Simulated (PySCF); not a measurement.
## Electronic structure of C6H4N4 (SMILES C#CCn1cc(C#N)nn1) in real space

```yaml
atoms:
  - { symbol: C, position_ang: [2.7696, 0.5767, 1.2262] }
  - { symbol: C, position_ang: [2.1822, -0.0395, 0.3860] }
  - { symbol: C, position_ang: [1.4108, -0.7653, -0.6052] }
  - { symbol: N, position_ang: [0.0449, -0.3028, -0.6348] }
  - { symbol: C, position_ang: [-0.8028, -0.1317, 0.3974] }
  - { symbol: C, position_ang: [-1.9695, 0.3212, -0.2001] }
  - { symbol: C, position_ang: [-3.1892, 0.6592, 0.4101] }
  - { symbol: N, position_ang: [-4.1739, 0.9267, 0.9308] }
  - { symbol: N, position_ang: [-1.7442, 0.3893, -1.5383] }
  - { symbol: N, position_ang: [-0.5537, 0.0208, -1.7773] }
  - { symbol: H, position_ang: [3.3109, 1.1093, 1.9500] }
  - { symbol: H, position_ang: [1.4338, -1.8389, -0.3773] }
  - { symbol: H, position_ang: [1.8220, -0.6043, -1.6066] }
  - { symbol: H, position_ang: [-0.5416, -0.3213, 1.4168] }
```

Geometry: GFN2-xTB.

Method: CAM-B3LYP/def2-SVPD, SCF density, gas phase in PySCF 2.14.0.

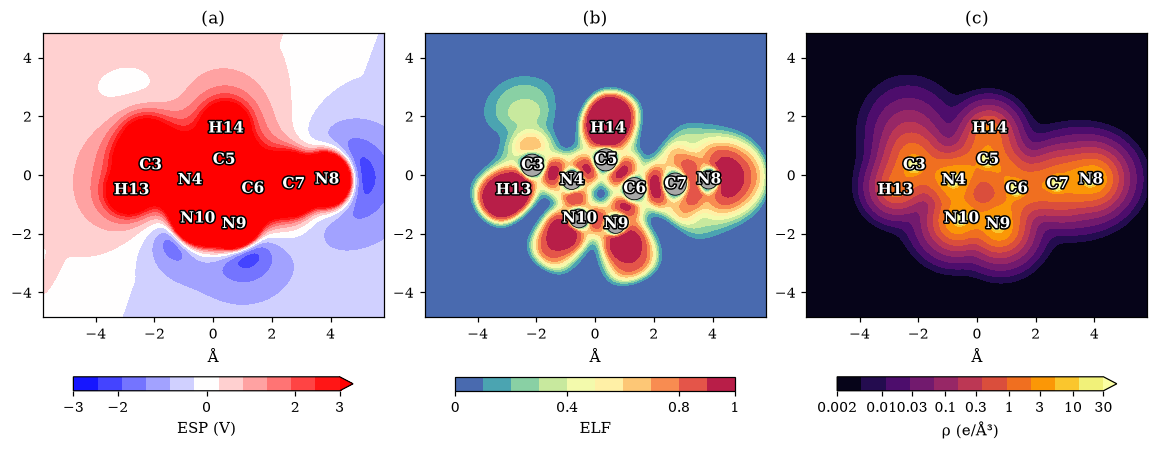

Figure 1. (a) electrostatic potential; (b) electron localisation function; (c) electron density on the plane of atoms C3, N4 and N10. Grey discs cover the atomic cores in the ELF map.

Q: Read the bonding off the picture.

A: Atoms in the plane: C, N and H. C–N (1.15 Å): the density is about 3.6 e/Å³ at the midpoint; the ELF peaks at about 0.85 between the atoms (a multiple bond). N–N (1.27 Å): ρ is about 3 e/Å³ halfway; the ELF peaks at about 0.90 between the atoms, as expected for a covalent bond. C–H (1.07 Å): ρ is about 2.1 e/Å³ halfway; the ELF climbs to about 1 towards the hydrogen, as it does in any bond to H: a covalent bond by its length. N–N (1.33 Å): ρ is about 2.7 e/Å³ halfway; the ELF peaks at about 0.90 between the atoms (a covalent bond). C–C (1.39 Å): ρ is about 2.1 e/Å³ halfway; the ELF peaks at about 0.95 between the atoms, as expected for a covalent bond. The ELF also peaks beside N9, N10 and N8, away from the bonds: lone-pair regions. Outside the dense part of the molecule the potential is most negative (−2.1 V) near N9.

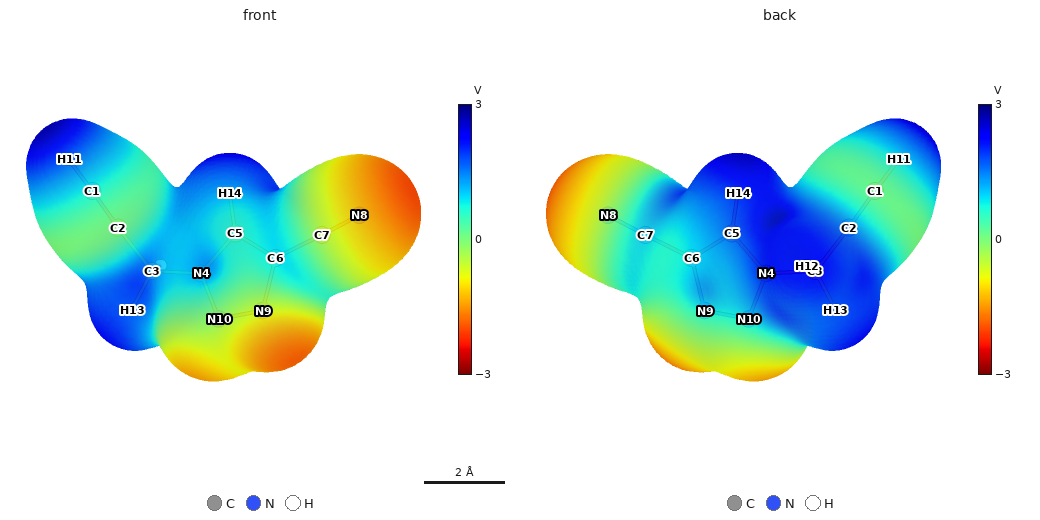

Figure 2. The molecular electrostatic potential painted on the density surface at 0.004 e/bohr³, seen from the front and from behind; the colour scale runs from red (negative) to blue (positive).

Q: Where is the surface potential most negative and most positive?

A: The most negative region (about −2.0 V) lies over N8, the most positive (about +2.7 V) over C3 and H11. N8 is the likeliest acceptor of a hydrogen bond.

Q: What dipole moment does the calculation give?

A: Its dipole moment is 7.06 D.
